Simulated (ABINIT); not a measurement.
# MgS (Niningerite): G0W0 in ABINIT against the wavefunction cutoff in GW

Aim: move the wavefunction cutoff in GW of a G0W0 run on MgS (Niningerite) over a wide range.

Method: LDA and many-body steps on it, plane waves, in ABINIT 10.8.3.

### 1. The starting structure

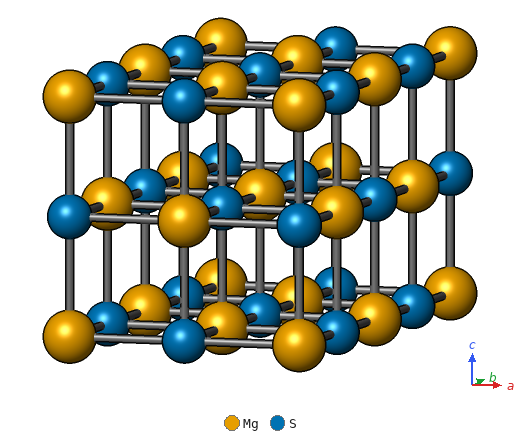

Start, viewed slightly off an axis; magnesium orange, sulfur blue. 1×2×1 cells are drawn. This picture shows the conventional cell, with its axes. Some periodic images of atoms are drawn too.

The cell and positions come from the Crystallography Open Database and are kept as given unless a step says otherwise.

### 2. Screening, 4×4×4 mesh, 34 bands, screening to 130.6 eV

This step: ABINIT 10.8.3; RPA screening on LDA, plane waves, norm-conserving pseudopotentials.

The RPA dielectric matrix is built and inverted for each q.

run.abi reads:

```
acell 3*1.0 Angstrom
rprim 
  0.000000000000 2.601650000000 2.601650000000
  2.601650000000 0.000000000000 2.601650000000
  2.601650000000 2.601650000000 0.000000000000
ntypat 2
znucl 12 16
natom 2
typat 1 2
xred 
  0.000000000000 0.000000000000 0.000000000000
  0.500000000000 0.500000000000 0.500000000000
pp_dirpath "pseudos"
pseudos "Mg.upf, S.upf"
ecut 38
ngkpt 4 4 4
nshiftk 1
shiftk 0 0 0
kptopt 1
chksymbreak 0
istwfk *1
occopt 1
irdwfk 1
optdriver 3
nband 34
ecuteps 4.8
inclvkb 2
awtr 1
symchi 1
ecutwfn 11.4
indata_prefix "in"
outdata_prefix "out"
tmpdata_prefix "tmp"
```

The run is started by

```console
> OMP_NUM_THREADS=1 mpirun -n 4 abinit run.abi > log
```

Log:

```text
.Version 10.8.3 of ABINIT. v10.8.2 released Aug 2026.

 Symmetries : space group Fm -3 m (#225); Bravais cF (face-center cubic)
[... echo of the input left out ...]
== DATASET  1 ==================================================================
-   mpi_nproc: 4, omp_nthreads: 1 (-1 if OMP is not activated)

--- !DatasetInfo
iteration_state: {dtset: 1, }
dimensions: {natom: 2, nkpt: 8, mband: 34, nsppol: 1, nspinor: 1, nspden: 1, mpw: 444, }
cutoff_energies: {ecut:  11.4, pawecutdg:  -1.0, }
electrons: {nelect:   1.60000000E+01, charge:   0.00000000E+00, occopt:   1.00000000E+00, tsmear:   1.00000000E-02, }

 SCREENING: Calculation of the susceptibility and dielectric matrices

 Based on a program developped by R.W. Godby, V. Olevano, G. Onida, and L. Reining.
 Incorporated in ABINIT by V. Olevano, G.-M. Rignanese, and M. Torrent.
.Using double precision arithmetic ; gwpc =  8

[... cell and pseudopotentials left out ...]
--------------------------------------------------------------------------------

 ==== K-mesh for the wavefunctions ====
 Number of points in the irreducible wedge :     8
[... list of points left out ...]
 Together with 48 symmetry operations and time-reversal symmetry
 yields    64 points in the full Brillouin Zone.

 ==== Q-mesh for the screening function ====
 Number of points in the irreducible wedge :     8
[... list of points left out ...]
 Together with 48 symmetry operations and time-reversal symmetry
 yields    64 points in the full Brillouin Zone.

 setmesh: FFT mesh size selected  =    18x   18x   18
          total number of points  =         5832

 vcoul_init : cutoff-mode = AUXILIARY_FUNCTION
 q-points for optical limit:   1
     1)      0.000010    0.000020    0.000030

- screening: taking advantage of time-reversal symmetry
- Maximum band index for partially occupied states nbvw = 8
- Remaining bands to be divided among processors   nbcw = 26
- Number of bands treated by each node ~6

 Number of electrons calculated from density =   15.5705; Expected =   16.0000
 average of density, n =  0.065513
 r_s =    1.5388
 omega_plasma =   24.6900 [eV]

 calculating chi0 at frequencies [eV] :
  1    0.000000E+00    0.000000E+00
  2    0.000000E+00    2.468995E+01

--------------------------------------------------------------------------------
  q-point number  1        q = ( 0.000000, 0.000000, 0.000000) [r.l.u.]
--------------------------------------------------------------------------------
[... chi0 elements left out ...]
 For q-point:  0.000010 0.000020 0.000030
  dielectric constant =   6.6062
  dielectric constant without local fields =   7.6194

  Average fulfillment of the sum rule on Im[epsilon] for q-point    1 :     37.09  [%]
[... wings left out ...]
  q-point number  2        q = ( 0.250000, 0.000000, 0.000000) [r.l.u.]
--------------------------------------------------------------------------------
[... chi0 elements left out ...]
  Average fulfillment of the sum rule on Im[epsilon] for q-point    2 :     54.22  [%]

 [... 6 further q-points ...]
```

Run time: 6.7 s. Hardware: 4 MPI ranks of Arm Neoverse N1, shared host; peak memory 0.28 GiB; 20 s of CPU time.

Numbers from this step:

- ε∞ with local fields, on this mesh, along the program's q direction: 6.606
- the same without local fields: 7.619
- plasma frequency: 24.69 eV
- plane waves in the screening matrix: 113

Local fields lower ε∞ by 13 %. On a Γ-centred mesh this coarse the value itself is usually too large, while a short band sum pulls it down.

### 3. 11.4 Ha

This step: G0W0 on LDA, plane waves, norm-conserving pseudopotentials.

Edit run.abi of step 2 so:

```diff
@@ -23,8 +23,17 @@
 irdwfk 1
-optdriver 3
+optdriver 4
 nband 34
+gwcalctyp 0
+ecutsigx 11.4
+symsigma 1
+nkptgw 2
+kptgw 
+  0.0000000000 0.0000000000 0.0000000000
+  0.5000000000 0.5000000000 0.0000000000
+bdgw 
+  6 12
+  7 10
 ecuteps 4.8
-inclvkb 2
-awtr 1
-symchi 1
+irdscr 1
+ppmodel 1
 ecutwfn 11.4
```

Log:

```text
.Version 10.8.3 of ABINIT. v10.8.2 released Aug 2026.

 Symmetries : space group Fm -3 m (#225); Bravais cF (face-center cubic)
[... echo of the input left out ...]
== DATASET  1 ==================================================================
-   mpi_nproc: 4, omp_nthreads: 1 (-1 if OMP is not activated)

--- !DatasetInfo
iteration_state: {dtset: 1, }
dimensions: {natom: 2, nkpt: 8, mband: 34, nsppol: 1, nspinor: 1, nspden: 1, mpw: 444, }
cutoff_energies: {ecut:  11.4, pawecutdg:  -1.0, }
electrons: {nelect:   1.60000000E+01, charge:   0.00000000E+00, occopt:   1.00000000E+00, tsmear:   1.00000000E-02, }

 SIGMA: Calculation of the GW corrections

 Based on a program developped by R.W. Godby, V. Olevano, G. Onida, and L. Reining.
 Incorporated in ABINIT by V. Olevano, G.-M. Rignanese, and M. Torrent.
.Using double precision arithmetic ; gwpc =  8

[... cell and pseudopotentials left out ...]
--------------------------------------------------------------------------------

 ==== K-mesh for the wavefunctions ====
 Number of points in the irreducible wedge :     8
[... list of points left out ...]
 Together with 48 symmetry operations and time-reversal symmetry
 yields    64 points in the full Brillouin Zone.

 ==== Q-mesh for screening function ====
 Number of points in the irreducible wedge :     8
[... list of points left out ...]
 Together with 48 symmetry operations and time-reversal symmetry
 yields    64 points in the full Brillouin Zone.

 vcoul_init : cutoff-mode = AUXILIARY_FUNCTION
 q-points for optical limit:   1
     1)      0.000010    0.000020    0.000030
 setmesh: FFT mesh size selected  =    24x   24x   24
          total number of points  =        13824

 Number of electrons calculated from density =   15.5705; Expected =   16.0000
 average of density, n =  0.065513
 r_s =    1.5388
 omega_plasma =   24.6900 [eV]

 === KS Band Gaps ===
  >>>> For spin  1
   Minimum direct gap =   3.4763 [eV], located at k-point      :   0.0000  0.0000  0.0000
   Fundamental gap    =   2.5588 [eV], Top of valence bands at :   0.0000  0.0000  0.0000
                                       Bottom of conduction at :   0.5000  0.5000  0.0000
 SIGMA fundamental parameters:
 PLASMON POLE MODEL  1
 number of plane-waves for SigmaX                  411
 number of plane-waves for SigmaC and W            113
 number of plane-waves for wavefunctions           411
 number of bands                                    34
 number of independent spin polarizations            1
 number of spinorial components                      1
 number of k-points in IBZ                           8
 number of q-points in IBZ                           8
 number of symmetry operations                      48
 number of k-points in BZ                           64
 number of q-points in BZ                           64
 number of frequencies for dSigma/dE                 9
 frequency step for dSigma/dE [eV]                0.25
 number of omega for Sigma on real axis              0
 max omega for Sigma on real axis  [eV]           0.00
 zcut for avoiding poles [eV]                     0.10

 EPSILON^-1 parameters (SCR file):
 dimension of the eps^-1 matrix on file            113
 dimension of the eps^-1 matrix used               113
 number of plane-waves for wavefunctions           411
 number of bands                                    34
 number of q-points in IBZ                           8
 number of frequencies                               2
 number of real frequencies                          1
 number of imag frequencies                          1

 matrix elements of self-energy operator (all in [eV])

 Perturbative Calculation

--- !SelfEnergy_ee
iteration_state: {dtset: 1, }
kpoint     : [   0.000,    0.000,    0.000, ]
spin       : 1
KS_gap     :    3.476
QP_gap     :    5.214
Delta_QP_KS:    1.738
data: !SigmaeeData |
     Band     E0 <VxcDFT>   SigX SigC(E0)      Z dSigC/dE  Sig(E)    E-E0       E
        6   4.124 -13.205 -16.275   2.323   0.784  -0.275 -13.791  -0.586   3.538
        7   4.124 -13.205 -16.275   2.323   0.784  -0.275 -13.791  -0.586   3.538
        8   4.124 -13.205 -16.275   2.323   0.784  -0.275 -13.791  -0.586   3.538
        9   7.600 -11.158  -6.078  -3.660   0.811  -0.233 -10.006   1.152   8.753
       10  11.957  -9.809  -4.440  -3.905   0.814  -0.229  -8.618   1.191  13.148
       11  11.957  -9.809  -4.440  -3.905   0.814  -0.229  -8.618   1.191  13.148
       12  11.957  -9.809  -4.440  -3.905   0.814  -0.229  -8.618   1.191  13.148

--- !SelfEnergy_ee
iteration_state: {dtset: 1, }
kpoint     : [   0.500,    0.500,    0.000, ]
spin       : 1
KS_gap     :    4.261
QP_gap     :    6.257
Delta_QP_KS:    1.996
data: !SigmaeeData |
     Band     E0 <VxcDFT>   SigX SigC(E0)      Z dSigC/dE  Sig(E)    E-E0       E
        7   2.422 -12.317 -15.836   2.663   0.779  -0.284 -12.983  -0.667   1.755
        8   2.422 -12.317 -15.836   2.663   0.779  -0.284 -12.983  -0.667   1.755
        9   6.683 -10.573  -5.671  -3.279   0.819  -0.221  -9.244   1.329   8.012
       10   8.392  -9.010  -4.412  -3.459   0.823  -0.215  -8.073   0.937   9.328

== END DATASET(S) ==============================================================
================================================================================

 -outvars: echo values of variables after computation  --------
           etotal      0.0000000000E+00
            nband          34
             nkpt           8
          spgroup         225
 [... the other variables as echoed above ...]

 Calculation completed.
```

Elapsed: 5.9 s, on 4 MPI ranks; peak memory 0.21 GiB; 14 s of CPU time.

Numbers from this step:

| Quantity | Value |
| --- | --- |
| G0W0 gap on the points computed | 4.474 eV |
| starting gap on the mesh | 2.559 eV |
| k of the valence top | 0, 0, 0 |
| k of the conduction bottom | 0.5, 0.5, 0 |
| Z at the valence top | 0.784 |
| Z at the conduction bottom | 0.819 |
| least direct G0W0 gap on the computed points | 5.215 eV |

### 4. Screening, 4×4×4 mesh, 34 bands, screening to 130.6 eV

This step: RPA screening on LDA, plane waves, norm-conserving pseudopotentials.

Edit run.abi of step 3 so:

```diff
@@ -23,18 +23,9 @@
 irdwfk 1
-optdriver 4
+optdriver 3
 nband 34
-gwcalctyp 0
-ecutsigx 11.4
-symsigma 1
-nkptgw 2
-kptgw 
-  0.0000000000 0.0000000000 0.0000000000
-  0.5000000000 0.5000000000 0.0000000000
-bdgw 
-  6 12
-  7 10
 ecuteps 4.8
-irdscr 1
-ppmodel 1
-ecutwfn 11.4
+inclvkb 2
+awtr 1
+symchi 1
+ecutwfn 19
 indata_prefix "in"
```

Log:

```text
.Version 10.8.3 of ABINIT. v10.8.2 released Aug 2026.

 Symmetries : space group Fm -3 m (#225); Bravais cF (face-center cubic)
[... echo of the input left out ...]
== DATASET  1 ==================================================================
-   mpi_nproc: 4, omp_nthreads: 1 (-1 if OMP is not activated)

--- !DatasetInfo
iteration_state: {dtset: 1, }
dimensions: {natom: 2, nkpt: 8, mband: 34, nsppol: 1, nspinor: 1, nspden: 1, mpw: 960, }
cutoff_energies: {ecut:  19.0, pawecutdg:  -1.0, }
electrons: {nelect:   1.60000000E+01, charge:   0.00000000E+00, occopt:   1.00000000E+00, tsmear:   1.00000000E-02, }

 SCREENING: Calculation of the susceptibility and dielectric matrices

 Based on a program developped by R.W. Godby, V. Olevano, G. Onida, and L. Reining.
 Incorporated in ABINIT by V. Olevano, G.-M. Rignanese, and M. Torrent.
.Using double precision arithmetic ; gwpc =  8

[... cell and pseudopotentials left out ...]
--------------------------------------------------------------------------------

 ==== K-mesh for the wavefunctions ====
 Number of points in the irreducible wedge :     8
[... list of points left out ...]
 Together with 48 symmetry operations and time-reversal symmetry
 yields    64 points in the full Brillouin Zone.

 ==== Q-mesh for the screening function ====
 Number of points in the irreducible wedge :     8
[... list of points left out ...]
 Together with 48 symmetry operations and time-reversal symmetry
 yields    64 points in the full Brillouin Zone.

 setmesh: FFT mesh size selected  =    20x   20x   20
          total number of points  =         8000

 vcoul_init : cutoff-mode = AUXILIARY_FUNCTION
 q-points for optical limit:   1
     1)      0.000010    0.000020    0.000030

- screening: taking advantage of time-reversal symmetry
- Maximum band index for partially occupied states nbvw = 8
- Remaining bands to be divided among processors   nbcw = 26
- Number of bands treated by each node ~6

 Number of electrons calculated from density =   15.9562; Expected =   16.0000
 average of density, n =  0.067136
 r_s =    1.5263
 omega_plasma =   24.9939 [eV]

 calculating chi0 at frequencies [eV] :
  1    0.000000E+00    0.000000E+00
  2    0.000000E+00    2.499388E+01

--------------------------------------------------------------------------------
  q-point number  1        q = ( 0.000000, 0.000000, 0.000000) [r.l.u.]
--------------------------------------------------------------------------------
[... chi0 elements left out ...]
 For q-point:  0.000010 0.000020 0.000030
  dielectric constant =   6.5577
  dielectric constant without local fields =   7.5582

  Average fulfillment of the sum rule on Im[epsilon] for q-point    1 :     36.98  [%]
[... wings left out ...]
  q-point number  2        q = ( 0.250000, 0.000000, 0.000000) [r.l.u.]
--------------------------------------------------------------------------------
[... chi0 elements left out ...]
  Average fulfillment of the sum rule on Im[epsilon] for q-point    2 :     50.49  [%]

 [... 6 further q-points ...]
```

Elapsed: 7.4 s, on 4 MPI ranks; peak memory 0.31 GiB.

This step gave:

| Property | Result |
| --- | --- |
| ε∞ with local fields, on this mesh, along the program's q direction | 6.558 |
| the same without local fields | 7.558 |
| plasma frequency | 24.99 eV |
| plane waves in the screening matrix | 113 |

### 5. 19 Ha

The self-energy is evaluated for the states that the input lists, and the levels follow from it, in one-shot runs by the linearised quasiparticle equation.

This step: G0W0 on LDA, plane waves, norm-conserving pseudopotentials.

Edit run.abi of step 4 so:

```diff
@@ -23,8 +23,17 @@
 irdwfk 1
-optdriver 3
+optdriver 4
 nband 34
+gwcalctyp 0
+ecutsigx 19
+symsigma 1
+nkptgw 2
+kptgw 
+  0.0000000000 0.0000000000 0.0000000000
+  0.5000000000 0.5000000000 0.0000000000
+bdgw 
+  6 12
+  7 10
 ecuteps 4.8
-inclvkb 2
-awtr 1
-symchi 1
+irdscr 1
+ppmodel 1
 ecutwfn 19
```

Log:

```text
.Version 10.8.3 of ABINIT. v10.8.2 released Aug 2026.

 Symmetries : space group Fm -3 m (#225); Bravais cF (face-center cubic)
[... echo of the input left out ...]
== DATASET  1 ==================================================================
-   mpi_nproc: 4, omp_nthreads: 1 (-1 if OMP is not activated)

--- !DatasetInfo
iteration_state: {dtset: 1, }
dimensions: {natom: 2, nkpt: 8, mband: 34, nsppol: 1, nspinor: 1, nspden: 1, mpw: 960, }
cutoff_energies: {ecut:  19.0, pawecutdg:  -1.0, }
electrons: {nelect:   1.60000000E+01, charge:   0.00000000E+00, occopt:   1.00000000E+00, tsmear:   1.00000000E-02, }

 SIGMA: Calculation of the GW corrections

 Based on a program developped by R.W. Godby, V. Olevano, G. Onida, and L. Reining.
 Incorporated in ABINIT by V. Olevano, G.-M. Rignanese, and M. Torrent.
.Using double precision arithmetic ; gwpc =  8

[... cell and pseudopotentials left out ...]
--------------------------------------------------------------------------------

 ==== K-mesh for the wavefunctions ====
 Number of points in the irreducible wedge :     8
[... list of points left out ...]
 Together with 48 symmetry operations and time-reversal symmetry
 yields    64 points in the full Brillouin Zone.

 ==== Q-mesh for screening function ====
 Number of points in the irreducible wedge :     8
[... list of points left out ...]
 Together with 48 symmetry operations and time-reversal symmetry
 yields    64 points in the full Brillouin Zone.

 vcoul_init : cutoff-mode = AUXILIARY_FUNCTION
 q-points for optical limit:   1
     1)      0.000010    0.000020    0.000030
 setmesh: FFT mesh size selected  =    27x   27x   27
          total number of points  =        19683

 Number of electrons calculated from density =   15.9562; Expected =   16.0000
[...]
number of omega for Sigma on real axis              0
 max omega for Sigma on real axis  [eV]           0.00
 zcut for avoiding poles [eV]                     0.10

 EPSILON^-1 parameters (SCR file):
 dimension of the eps^-1 matrix on file            113
 dimension of the eps^-1 matrix used               113
 number of plane-waves for wavefunctions           941
 number of bands                                    34
 number of q-points in IBZ                           8
 number of frequencies                               2
 number of real frequencies                          1
 number of imag frequencies                          1

 matrix elements of self-energy operator (all in [eV])

 Perturbative Calculation

--- !SelfEnergy_ee
iteration_state: {dtset: 1, }
kpoint     : [   0.000,    0.000,    0.000, ]
spin       : 1
KS_gap     :    3.476
QP_gap     :    5.129
Delta_QP_KS:    1.652
data: !SigmaeeData |
     Band     E0 <VxcDFT>   SigX SigC(E0)      Z dSigC/dE  Sig(E)    E-E0       E
        6   4.124 -13.272 -16.357   2.320   0.784  -0.275 -13.872  -0.600   3.524
        7   4.124 -13.272 -16.357   2.320   0.784  -0.275 -13.872  -0.600   3.524
        8   4.124 -13.272 -16.357   2.320   0.784  -0.275 -13.872  -0.600   3.524
[...]
--- !SelfEnergy_ee
iteration_state: {dtset: 1, }
kpoint     : [   0.500,    0.500,    0.000, ]
spin       : 1
KS_gap     :    4.261
QP_gap     :    6.132
Delta_QP_KS:    1.871
data: !SigmaeeData |
     Band     E0 <VxcDFT>   SigX SigC(E0)      Z dSigC/dE  Sig(E)    E-E0       E
[...]
9   6.683 -10.811  -6.073  -3.296   0.818  -0.222  -9.631   1.180   7.863
       10   8.392  -8.967  -4.414  -3.462   0.823  -0.216  -8.069   0.898   9.290

== END DATASET(S) ==============================================================
================================================================================

 -outvars: echo values of variables after computation  --------
           etotal      0.0000000000E+00
            nband          34
             nkpt           8
          spgroup         225
 [... the other variables as echoed above ...]

 Calculation completed.
```

Wall time 5.8 s (4 MPI ranks); peak memory 0.23 GiB; 14 s of CPU time.

This step gave:

* G0W0 gap on the points computed: 4.339 eV
* starting gap on the mesh: 2.559 eV
* k of the valence top: 0, 0, 0
* k of the conduction bottom: 0.5, 0.5, 0
* Z at the valence top: 0.784
* Z at the conduction bottom: 0.818
* least direct G0W0 gap on the computed points: 5.129 eV

The gap on the mesh goes from 2.56 eV to 4.34 eV, a correction of +1.78 eV.

(Part 1 of 2 ends here.)

[Paths, hosts, dates, memory and timing lines, banners, echoed tables and standing remarks are left out of the program output.]

[Logs are printed without paths, hosts, clocks, repeated set-up lines and the standing remarks that a program may print on its own settings, such as how far it seeks lower states.]

[Runs of the session that timed out or met a known fault of the program may be left out.]

[Hosts, paths, dates, database ids (printed as entryN), source tags and the programs' standing remarks are cut or masked in the printed files.]

[G0W0 gaps are taken among the corrected bands and points alone; a level outside them can change the order at an edge.]

[Where Ansatz stands beside ABINIT at settings called matched, ABINIT's density can come from a denser mesh and the files from another edition; pairs whose starting gaps differed by over 0.03 eV were left out, so agreement reads better than it is.]
